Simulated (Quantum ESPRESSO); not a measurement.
Consider Dy2C (R-3m).

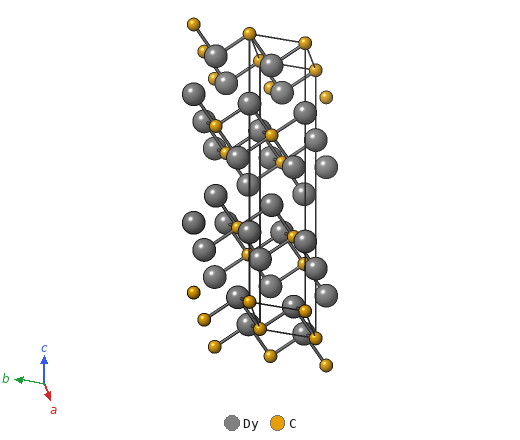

The structure (dysprosium grey, carbon orange). Bonds to atoms that aren't drawn are left out. 2×2×1 conventional cells are drawn. Some periodic images of atoms are drawn too.

```xyz
3
Lattice="1.7959 1.0369 6.1164 -1.7959 1.0369 6.1164 0.0000 -2.0737 6.1164" Properties=species:S:1:pos:R:3 pbc="T T T"
Dy    0.0000    0.0000   13.5730
Dy    0.0000    0.0000    4.7761
C     0.0000    0.0000    0.0000
```

Absorber: atom 3, with 6 Dy at 2.47 Å (octahedral, site symmetry -3m). Method: Quantum ESPRESSO XSpectra, LDA, excited-electron core hole (neutral cell), 9-atom cell with 6.2 Å between holes, 6×6×5 k points, dipole transitions, Lorentzian half width 0.3 eV up to 4 eV, rising linearly to 2.5 eV at 25 eV, without spin-orbit coupling.

Question: Where do the maxima of the C K edge fall?

Main maxima up to 24 eV above the zero (height): 4.8 eV (1.82), 6.8 eV (1.81), 11.2 eV (1.08) and 23.0 eV (0.72). A K edge sees empty p states on the absorber. The total-energy difference is 284.64 eV. One term is added: -6.67 eV, since the hole is spin-paired here and a spin-polarised one costs that much less in the free atom (computed apart). The photon energy is then 277.97 eV. The functional leaves an error in such absolute values: in the free atom LDA prices this hole 2.9 eV below PBE (computed apart), and PBE is itself good to a few eV.

The C K spectrum (energy from the energy zero of the input (xe0, at the border of filled and empty states); intensity scaled to a mean of 1 over the first 20 eV; the points at xe0, where the cut of filled states can leave a spike, are interpolated; polarised curves are means over the symmetry-equivalent atoms):

```
E (eV)  isotropic  ε ⊥ c  ε ∥ c
  -2.0       0.04   0.04   0.04
  -0.5       0.11   0.10   0.12
   1.0       0.60   0.50   0.81
   2.5       1.14   1.06   1.29
   4.0       1.73   1.72   1.76
   5.5       1.63   1.68   1.54
   7.0       1.78   1.80   1.75
   8.5       0.85   0.83   0.90
  10.0       0.86   0.90   0.79
  11.5       1.06   1.14   0.90
  13.0       0.93   0.96   0.89
  14.5       0.72   0.70   0.76
  16.0       0.67   0.66   0.71
  17.5       0.67   0.63   0.74
  19.0       0.63   0.60   0.68
  20.5       0.64   0.64   0.64
  22.0       0.70   0.72   0.65
  23.5       0.71   0.72   0.68
  25.0       0.67   0.67   0.66
  26.5       0.62   0.62   0.61
  28.0       0.61   0.61   0.59
  29.5       0.60   0.61   0.60
  31.0       0.58   0.58   0.58
```

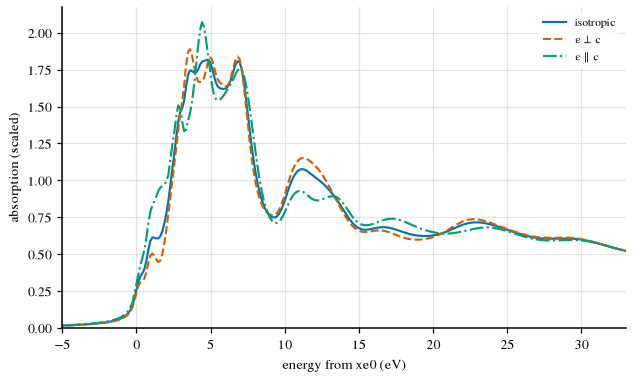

The C K edge.

The run has no spin polarisation, although Dy can carry a moment. Lanthanide 4f electrons are frozen in the core. The holes are only 6.2 Å apart, so the shape is probably not converged with cell size; no larger cell was run here. The structure is a computed Materials Project entry and may be a hypothetical form.

[Banner, clock and machine lines of the logs are left out without a mark of their own.]

[Logs are printed without paths, hosts, clocks, repeated set-up lines and the standing remarks that a program may print on its own settings, such as how far it seeks lower states.]

[Hosts, paths, dates, database ids (printed as entryN), source tags and the programs' standing remarks are cut or masked in the printed files.]

[Lists of maxima count a maximum above −3 eV only where it reaches 4 % of the highest in the window and stands out from its surroundings by 2 % of it (1.5 % where it reaches 55 %); shoulders and weaker maxima are passed over, and of the rest the first, up to two pre-edge ones and the few strongest are named.]
